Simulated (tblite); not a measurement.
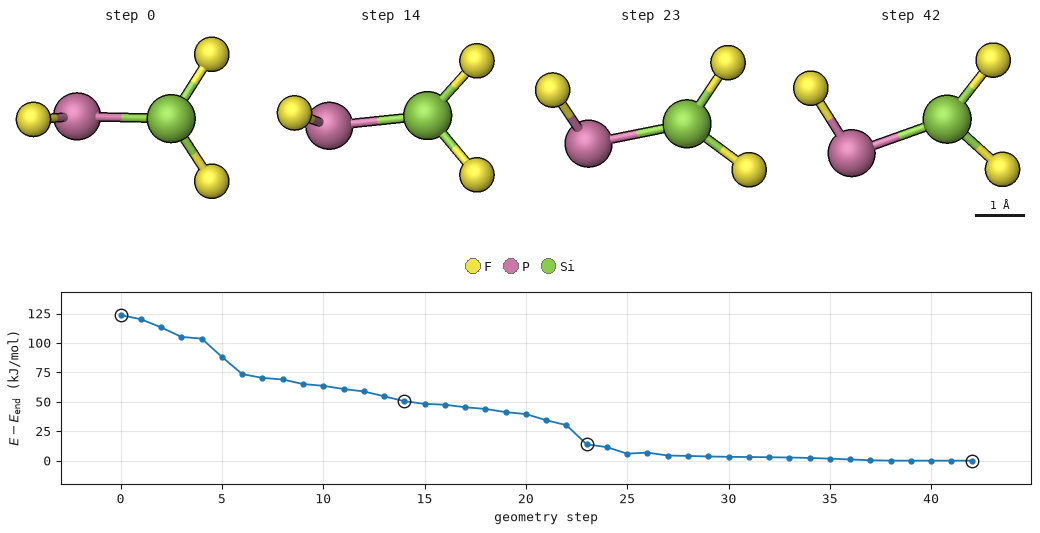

Frames of a relaxation of SiPF₃, marked on the history of the run. Style: ball-and-stick. Shown face on.

Computed with GFN2-xTB geometry optimisation, gas phase (tblite 0.8.0). 

Describe the path.

Answer. The atom that moves furthest after the best rigid fit is the P atom (0.93 Å). By element the largest moves are P 0.93 Å, F 0.72 Å, Si 0.37 Å. Near-neighbour distances that change, for instance: P–Si 2.216 → 2.100 Å, F–P 1.607 → 1.661 Å, F–Si 1.623 → 1.594 Å. Bond angles that change, for instance: P–Si–F 109.2° → 146.6°, F–Si–F 108.4° → 97.7°, P–Si–F 108.5° → 115.7°. Over 42 geometry steps the energy falls by 123.7 kJ/mol. Cost: 0.16 s on 1 thread of Arm Neoverse V1 (shared host). From step 0 to 14: the Si atom moves most (0.57 Å), energy −73.2 kJ/mol. From step 14 to 23: an F atom moves most (0.47 Å), energy −36.6 kJ/mol. From step 23 to 42: the P atom moves most (0.29 Å), energy −13.9 kJ/mol.

| step | E − E(0), kJ/mol |
| --- | --- |
| 0 | 0.00 |
| 1 | -3.56 |
| 2 | -10.45 |
| 3 | -18.56 |
| 4 | -20.01 |
| 5 | -35.53 |
| 6 | -50.15 |
| 7 | -53.40 |
| 8 | -54.70 |
| 9 | -58.60 |
| 10 | -60.11 |
| 12 | -64.89 |
| 13 | -68.96 |
| 15 | -75.43 |
| 17 | -78.30 |
| 18 | -79.75 |
| 20 | -84.10 |
| 22 | -93.51 |
| 23 | -109.76 |
| 25 | -117.73 |
| 27 | -119.32 |
| 29 | -120.13 |
| 30 | -120.43 |
| 32 | -120.76 |
| 34 | -121.39 |
| 35 | -121.97 |
| 37 | -123.34 |
| 39 | -123.68 |
| 40 | -123.69 |
| 42 | -123.70 |
